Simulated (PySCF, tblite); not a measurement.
**C₆H₈F₂O: a rotation path, then NMR shifts on frames**

Aim: move C₆H₈F₂O (`FC[C@@H]1C=CO[C@@H](F)C1`) away from its starting geometry and see how NMR shifts follow the geometry.

The runs use tblite 0.8.0 and PySCF 2.14.0, with density-fitted response routines of our own; the level of theory stands in each step. All values are computed, except where a source is named. Atoms are numbered from 0 throughout.

## (1) The molecule as given

17 atoms, charge 0, multiplicity 1; geometry from: GFN2-xTB.

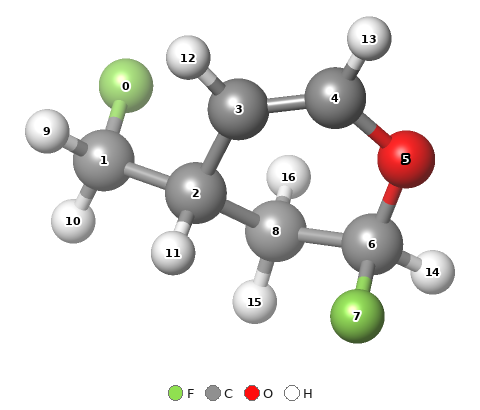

The starting geometry (fluorine green, carbon grey, oxygen red, hydrogen white), atoms numbered; sticks join atoms by distance.

## (2) The rotation path with GFN2-xTB

The job: settings as JSON, then the geometry in Å.

```
{"job": {"kind": "neb", "xc": "GFN2-xTB", "basis": "xTB", "atoms": [0, 1, 2, 3], "turn": 120}, "charge": 0, "multiplicity": 1}
F     -1.576282     1.641940    -1.237805
C     -1.596869     1.324094     0.098174
C     -0.451200     0.376723     0.448177
C      0.886078     1.004575     0.166640
C      1.899515     0.294413    -0.301564
O      1.874012    -1.052189    -0.560205
C      0.736553    -1.722840    -0.168183
F      0.853814    -2.058524     1.174334
C     -0.551306    -0.928118    -0.349448
H     -1.511049     2.266816     0.647673
H     -2.568910     0.859826     0.294467
H     -0.533773     0.155533     1.520488
H      1.000119     2.060072     0.344604
H      2.869516     0.703781    -0.534230
H      0.723350    -2.677755    -0.710867
H     -1.394173    -1.532512    -0.014232
H     -0.666392    -0.703805    -1.411248
```

Method: GFN2-xTB climbing-image nudged elastic band, gas phase.

Command:

```
$ OMP_NUM_THREADS=1 python probes_run.py task.json out
```

The driver reads the jobs from task.json and runs them one after another.

The program printed:

```text
image   E - E0 / eV
  0      -0.0000
  1       0.0162
  2       0.0630
  3       0.1116
  4       0.1320
  5       0.1130
  6       0.0670
  7       0.0196
  8      -0.0040
```

Wall time 8.4 s (1 thread, shared host).

The final band, with the dihedral F0–C1–C2–C3:

```
image  dihedral (°)  energy (eV)  energy (kcal/mol)
    0            61        0.000                0.0
    1            74        0.016                0.4
    2            89        0.063                1.5
    3           104        0.112                2.6
    4           119        0.132                3.0
    5           135        0.113                2.6
    6           150        0.067                1.5
    7           166        0.020                0.5
    8           182       -0.004               -0.1
```

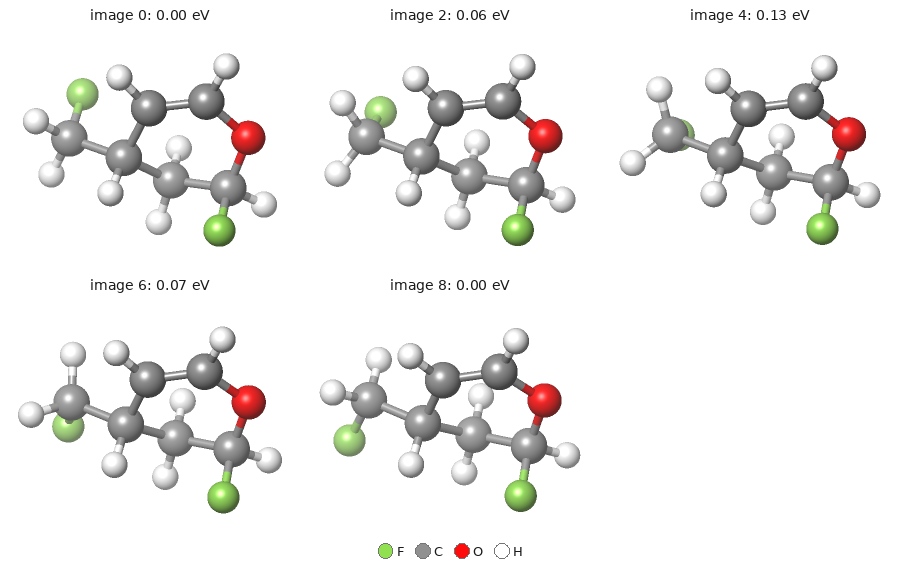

Images along the band.

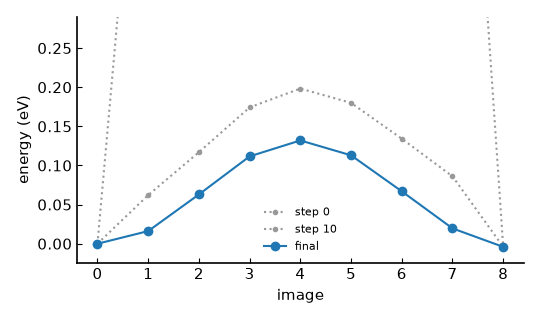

Energy along the band, early and final.

## (3) NMR shieldings: image 0, PBE0/pcSseg-1

The job: settings as JSON, then the geometry in Å.

```
{"job": {"kind": "nmr", "xc": "PBE0", "basis": "pcSseg-1", "pop": false}, "charge": 0, "multiplicity": 1}
F     -1.576300     1.641900    -1.237800
C     -1.596900     1.324100     0.098200
C     -0.451200     0.376700     0.448200
C      0.886100     1.004600     0.166600
C      1.899500     0.294400    -0.301600
O      1.874000    -1.052200    -0.560200
C      0.736600    -1.722800    -0.168200
F      0.853800    -2.058500     1.174300
C     -0.551300    -0.928100    -0.349400
H     -1.511000     2.266800     0.647700
H     -2.568900     0.859800     0.294500
H     -0.533800     0.155500     1.520500
H      1.000100     2.060100     0.344600
H      2.869500     0.703800    -0.534200
H      0.723400    -2.677800    -0.710900
H     -1.394200    -1.532500    -0.014200
H     -0.666400    -0.703800    -1.411200
```

With the program's defaults for keys left out, this is: GIAO PBE0/pcSseg-1 NMR shielding, non-relativistic, gas phase.

The program printed:

```text
coarse grid: 14736 points
cycle   1  E = -507.5595926419  dE =  1.390e+00  |g| = 7.853e-01  |ddm| = 3.669e+00
cycle   2  E = -507.4883093079  dE =  7.128e-02  |g| = 1.064e+00  |ddm| = 1.222e+00
cycle   3  E = -507.6648125888  dE = -1.765e-01  |g| = 7.354e-02  |ddm| = 7.303e-01
cycle   4  E = -507.6655776256  dE = -7.650e-04  |g| = 3.674e-02  |ddm| = 7.595e-02
cycle   5  E = -507.6658648377  dE = -2.872e-04  |g| = 1.136e-02  |ddm| = 3.907e-02
cycle   6  E = -507.6658894020  dE = -2.456e-05  |g| = 5.532e-03  |ddm| = 1.348e-02
cycle   7  E = -507.6658961853  dE = -6.783e-06  |g| = 6.050e-04  |ddm| = 4.532e-03
final grid: 144640 points
cycle   8  E = -507.7450424612  dE = -4.887e-05  |g| = 1.152e-02  |ddm| = 3.130e-02
cycle   9  E = -507.7450131534  dE =  2.931e-05  |g| = 1.721e-02  |ddm| = 2.007e-02
cycle  10  E = -507.7450680587  dE = -5.491e-05  |g| = 1.880e-03  |ddm| = 1.271e-02
cycle  11  E = -507.7450688566  dE = -7.979e-07  |g| = 4.586e-04  |ddm| = 1.912e-03
cycle  12  E = -507.7450688954  dE = -3.878e-08  |g| = 1.657e-04  |ddm| = 4.508e-04
cycle  13  E = -507.7450689005  dE = -5.109e-09  |g| = 2.409e-05  |ddm| = 1.343e-04
cycle  14  E = -507.7450689006  dE = -1.056e-10  |g| = 7.051e-06  |ddm| = 2.848e-05
converged SCF energy = -507.7450689006

GIAO shielding tensors (ppm)
atom      isotropic    diamagn.    paramagn.     s11        s22        s33       span
  0 F      431.460     474.616     -43.156    401.340    433.028    460.011     58.670
  1 C       98.722     239.750    -141.028     67.102     86.665    142.398     75.297
  2 C      154.618     246.845     -92.227    137.813    150.882    175.158     37.346
  3 C       76.185     257.466    -181.282    -19.875     93.873    154.556    174.430
  4 C       36.568     247.848    -211.279    -69.850     70.635    108.920    178.770
  5 O      180.087     395.264    -215.177     98.532    118.938    322.793    224.261
  6 C       78.320     242.112    -163.793     53.549     74.490    106.920     53.371
  7 F      315.956     476.642    -160.686    196.209    349.490    402.168    205.959
  8 C      155.938     249.992     -94.054    146.395    155.110    166.309     19.914
  9 H       26.857      28.318      -1.462     22.461     26.797     31.311      8.850
 10 H       27.034      28.261      -1.227     22.911     26.752     31.440      8.529
 11 H       29.191      31.048      -1.858     25.383     27.211     34.977      9.594
 12 H       26.640      31.947      -5.306     24.525     26.590     28.806      4.282
 13 H       25.070      28.840      -3.771     21.822     25.419     27.967      6.145
 14 H       25.535      28.058      -2.523     22.665     23.738     30.203      7.539
 15 H       29.888      31.083      -1.196     26.025     28.026     35.613      9.588
 16 H       29.750      31.312      -1.562     25.442     29.171     34.636      9.194
```

Run time: 81 s. Hardware: 1 thread, shared host.

Shifts follow as δ = σ(reference) − σ, with reference shieldings (ppm) from runs at the same level and on the same kind of geometry: ¹H TMS 31.72, ¹³C TMS 186.9, ¹⁹F CFCl3 170.9, ¹⁷O H2O 336.1. The references are single molecules in the gas phase, so shifts against H2O, NH3, PH3, H3PO4 or CFCl3 are not on the usual liquid scales and can be off by tens of ppm. Each atom is listed at this fixed geometry, with no averaging over motion; a spectrum would average atoms that exchange fast.

```
atoms                                                  environment  σ (ppm)  δ (ppm)
   C4                                 alkene carbon bearing oxygen     36.6    150.4
   C3                β carbon of an enol-ether or enamine type C=C     76.2    110.7
   C6                                     sp3 CH bonded to F and O     78.3    108.6
   C1                                          sp3 CH2 bonded to F     98.7     88.2
   C2                                               allylic sp3 CH    154.6     32.3
   C8                                            sp3 CH2 in a ring    155.9     31.0
  H13                  hydrogen on an alkene carbon bearing oxygen    25.07     6.65
  H14                      hydrogen on an sp3 CH bonded to F and O    25.54     6.18
  H12  hydrogen on a β carbon of an enol-ether or enamine type C=C    26.64     5.08
   H9                           hydrogen on an sp3 CH2 bonded to F    26.86     4.86
  H10                           hydrogen on an sp3 CH2 bonded to F    27.03     4.68
  H11                                hydrogen on an allylic sp3 CH    29.19     2.53
  H16                             hydrogen on an sp3 CH2 in a ring    29.75     1.97
  H15                             hydrogen on an sp3 CH2 in a ring    29.89     1.83
   F7                                    fluorine on an sp3 carbon    316.0   -145.0
   F0                                    fluorine on an sp3 carbon    431.5   -260.5
   O5                                                 ether oxygen    180.1    156.0
```

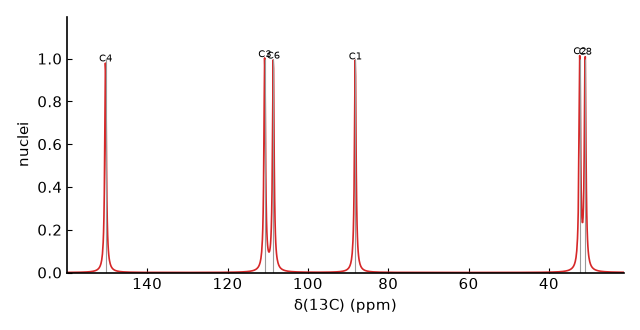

¹³C lines at the computed shifts, without couplings. Lines are broadened to a width of 0.48 ppm (Lorentzian).

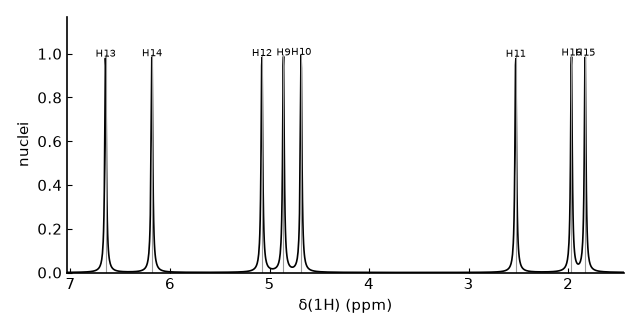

¹H lines at the computed shifts, without couplings. Lines are broadened to a width of 0.02 ppm (Lorentzian).

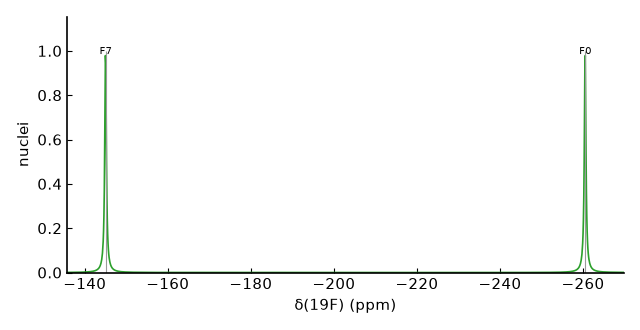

¹⁹F lines at the computed shifts, without couplings. Lines are broadened to a width of 0.46 ppm (Lorentzian).

Ring of atoms C2, C3, C4, O5, C6, C8: NICS(0) -1.4, NICS(1) -2.0, NICS(1)zz 1.1 ppm (means of both faces).

## (4) Nuclear shieldings: image 2, PBE0/pcSseg-1

The job: settings as JSON, then the geometry in Å.

```
{"job": {"kind": "nmr", "xc": "PBE0", "basis": "pcSseg-1", "pop": false}, "charge": 0, "multiplicity": 1}
F     -1.953200     1.232500    -1.227400
C     -1.602900     1.328600     0.097000
C     -0.457400     0.369700     0.445600
C      0.890300     0.999700     0.225000
C      1.919100     0.300800    -0.227400
O      1.898800    -1.035600    -0.527900
C      0.743300    -1.713900    -0.202800
F      0.812000    -2.103900     1.127600
C     -0.532200    -0.906300    -0.400400
H     -1.307800     2.369900     0.257800
H     -2.506200     1.103500     0.671400
H     -0.560300     0.104800     1.506300
H      1.004700     2.047200     0.446400
H      2.896400     0.715300    -0.416200
H      0.746600    -2.644400    -0.786000
H     -1.393800    -1.514100    -0.125900
H     -0.604300    -0.641800    -1.456400
```

With the program's defaults for keys left out, this is: GIAO PBE0/pcSseg-1 NMR shielding, non-relativistic, gas phase.

The program printed:

```text
coarse grid: 14736 points
cycle   1  E = -507.5574763106  dE =  1.393e+00  |g| = 7.843e-01  |ddm| = 3.672e+00
cycle   2  E = -507.4866873706  dE =  7.079e-02  |g| = 1.062e+00  |ddm| = 1.218e+00
cycle   3  E = -507.6622058959  dE = -1.755e-01  |g| = 7.488e-02  |ddm| = 7.305e-01
cycle   4  E = -507.6629786922  dE = -7.728e-04  |g| = 3.889e-02  |ddm| = 7.901e-02
cycle   5  E = -507.6633029730  dE = -3.243e-04  |g| = 1.219e-02  |ddm| = 4.183e-02
cycle   6  E = -507.6633324283  dE = -2.946e-05  |g| = 5.530e-03  |ddm| = 1.417e-02
cycle   7  E = -507.6633390386  dE = -6.610e-06  |g| = 6.157e-04  |ddm| = 4.516e-03
final grid: 144640 points
cycle   8  E = -507.7417686968  dE = -5.195e-05  |g| = 1.143e-02  |ddm| = 3.416e-02
cycle   9  E = -507.7417398315  dE =  2.887e-05  |g| = 1.706e-02  |ddm| = 2.015e-02
cycle  10  E = -507.7417938672  dE = -5.404e-05  |g| = 1.887e-03  |ddm| = 1.272e-02
cycle  11  E = -507.7417946713  dE = -8.041e-07  |g| = 4.493e-04  |ddm| = 1.944e-03
cycle  12  E = -507.7417947078  dE = -3.649e-08  |g| = 1.716e-04  |ddm| = 4.429e-04
cycle  13  E = -507.7417947133  dE = -5.482e-09  |g| = 2.429e-05  |ddm| = 1.386e-04
cycle  14  E = -507.7417947134  dE = -1.075e-10  |g| = 7.528e-06  |ddm| = 2.857e-05
converged SCF energy = -507.7417947134

GIAO shielding tensors (ppm)
atom      isotropic    diamagn.    paramagn.     s11        s22        s33       span
  0 F      429.642     473.943     -44.301    387.755    423.493    477.678     89.924
  1 C       97.092     238.934    -141.841     64.120     86.200    140.958     76.838
  2 C      156.122     247.119     -90.997    144.229    146.242    177.895     33.666
  3 C       73.192     258.128    -184.936    -22.584     94.564    147.597    170.181
  4 C       37.396     247.885    -210.488    -67.754     70.452    109.491    177.244
  5 O      178.759     395.276    -216.517     96.768    116.838    322.671    225.903
  6 C       78.303     242.146    -163.843     53.468     74.554    106.888     53.419
  7 F      314.374     476.587    -162.213    196.919    346.366    399.837    202.918
  8 C      157.880     249.253     -91.373    145.054    157.264    171.322     26.269
  9 H       26.959      28.433      -1.473     22.681     27.301     30.896      8.214
 10 H       26.795      28.002      -1.207     22.084     26.959     31.343      9.259
 11 H       28.997      31.091      -2.093     25.193     27.082     34.716      9.524
 12 H       26.759      32.313      -5.554     24.693     26.793     28.791      4.098
 13 H       25.126      28.859      -3.732     21.903     25.550     27.926      6.024
 14 H       25.543      28.057      -2.514     22.720     23.737     30.172      7.452
 15 H       29.818      30.727      -0.909     25.829     28.056     35.570      9.741
 16 H       29.730      31.156      -1.427     24.968     29.418     34.803      9.834
```

Wall time 80 s (1 thread, shared host).

This run: δ C4 149.5, C3 113.7, C6 108.6, C1 89.8, H13 6.59, H14 6.17 ppm.

[end of part 1 of 2]
